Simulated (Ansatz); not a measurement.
**CF2 (SMILES F[C]F): CCSD/STO-3G**

Aim: the electronic atomisation energy of CF2 at CCSD/STO-3G, from 3 runs. 

The results are computed with Ansatz 0.2.0.

40 further runs of the same task are left out: 4 that didn't finish, 36 set aside as unsound or not needed.

## 1. Starting point

CF2 has 3 atoms, charge 0, and is taken as a singlet. SMILES: `F[C]F`. The shape is that of a GFN2-xTB optimisation.

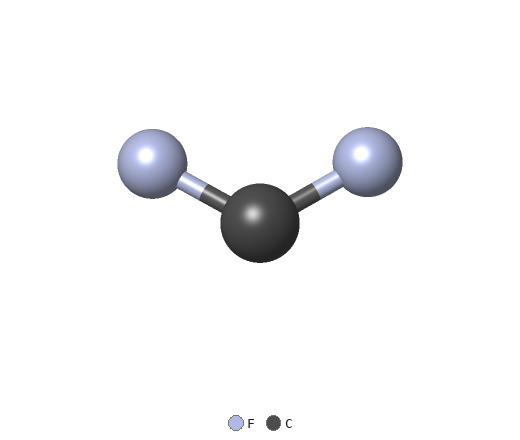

The structure, seen from a chosen angle (fluorine light blue, carbon dark grey).

## 2. The energy at CCSD/STO-3G

input.yaml

```yaml
crystal:
  periodic: [false, false, false]
  atoms:
    - {symbol: F, position_ang: [0.396940, 1.032800, 0.332770]}
    - {symbol: C, position_ang: [0.326820, -0.272180, 0.149730]}
    - {symbol: F, position_ang: [-0.723760, -0.760620, -0.482500]}
basis:
  gaussian:
    orbitals: STO-3G
scf:
  omitted_lower_state_checks: [cluster_reference, increment]
correlation:
  method: ccsd
  frozen_orbitals: {C: 1, F: 1}
accuracy: high
```

The run is started by

```
$ ansatz run input.yaml --threads 1 --pin off --max-ram 2610MiB --events-out events.jsonl --progress --plain --runs-dir runs
```

Standard output:

```text
Warning: RAYON_NUM_THREADS=1 ignored (pool sized by the plan → 1); use --threads N
[... 11 lines left out ...]
3 core orbitals not correlated: weight in the atoms' cores, before any rotation towards them, 1.000 or more for the frozen orbitals, at most 0.000 for the correlated occupied ones
[... 23 lines left out ...]
Total energy: -6353.67935214 eV, -233.4934095124 hartree
Checks for a lower state left out: cluster_reference, increment
```

It took 0.16 s on 1 thread of Arm Neoverse V1, shared host.

## 3. The C atom, same level

run.yaml

```yaml
crystal:
  periodic: [false, false, false]
  atoms:
    - {symbol: C, position_ang: [0.000000, 0.000000, 0.000000]}
basis:
  gaussian:
    orbitals: STO-3G
scf:
  omitted_lower_state_checks: [cluster_reference, increment]
accuracy: high
correlation:
  method: ccsd
  frozen_orbitals: {C: 1}
magnetization:
  spin_polarized: true
  initial_magnetization: 2
```

Run the same way, it converges to -37.21862 Eh (log not shown).

## 4. The F atom, same level

run.yaml

```yaml
crystal:
  periodic: [false, false, false]
  atoms:
    - {symbol: F, position_ang: [0.000000, 0.000000, 0.000000]}
basis:
  gaussian:
    orbitals: STO-3G
magnetization:
  spin_polarized: true
  initial_magnetization: 1
correlation:
  method: ccsd
  frozen_orbitals: {F: 1}
accuracy: high
scf:
  omitted_lower_state_checks: [cluster_reference, increment]
```

The run is started by

```
$ ansatz run run.yaml --threads 1 --pin off --max-ram 2610MiB --events-out events.jsonl --progress --plain --runs-dir runs
```

Standard output:

```text
Warning: RAYON_NUM_THREADS=1 ignored (pool sized by the plan → 1); use --threads N
Functional definition: HF
  name "HF"
  exchange = exact_x
  correlation = 0
these checks for a lower state are left out or cut short: cluster_reference, increment
15 factors; integrals over basis functions are off by at most 1.2e-9 eV
mean field evaluation 1: about -2666.3486 eV, gradient 1.5e-14 eV
mean field evaluation 2: about -2666.3486 eV, gradient 0.0e0 eV
mean field -2666.34863534 eV, -97.9865050328 hartree, gradient 0.0e0 eV, S^2 0.750000; 2 other end points of the search recorded, 0 dependent functions left out
1 core orbitals not correlated: weight in the atoms' cores, before any rotation towards them, 1.000 or more for the frozen orbitals, at most 0.000 for the correlated occupied ones
reference -2666.34863534 eV, -97.9865050328 hartree; 4, 3 occupied and 0, 1 virtual orbitals, 15 factors
second order 0.00000000 eV of doubles, 0.00000000 eV of singles
cycle   1  0.00000000 eV  change     0.0e0 eV  update    0.0e0
cycle   2  0.00000000 eV  change     0.0e0 eV  update    0.0e0
Total energy: -2666.34863534 eV, -97.9865050328 hartree
Checks for a lower state left out: cluster_reference, increment
```

It took 0.06 s on 1 thread of Arm Neoverse V1, shared host.

## 5. What came out

Level: CCSD/STO-3G, 3 core orbitals frozen.

| quantity | value |
| --- | --- |
| molecule: total energy | -233.49341 Eh |
| molecule: correlation energy (3 core orbitals frozen) | -111.6 mEh |
| molecule: T1 diagnostic | 0.021 |
| C atom: total energy | -37.21862 Eh |
| C atom: correlation energy (1 core orbital frozen) | -20.2 mEh |
| C atom: ⟨S²⟩ of the reference determinant | 2.000 |
| C atom: T1 diagnostic | 0.000 |
| F atom: total energy | -97.98651 Eh |
| F atom: correlation energy (1 core orbital frozen) | 0.0 mEh |
| F atom: ⟨S²⟩ of the reference determinant | 0.750 |
| F atom: T1 diagnostic | 0.000 |
| electronic atomisation energy | 8.212 eV |

In words: Taking the molecule apart into free atoms costs 8.21 eV (792 kJ/mol), before zero-point energy and without spin-orbit coupling. In a minimal basis such a difference can be off by several eV, whatever the method. The T1 diagnostic (molecule) of 0.021 is above the customary mark for such species, so a single reference may not serve. The restricted solution (molecule) is unstable to spin breaking: an unrestricted one lies lower.
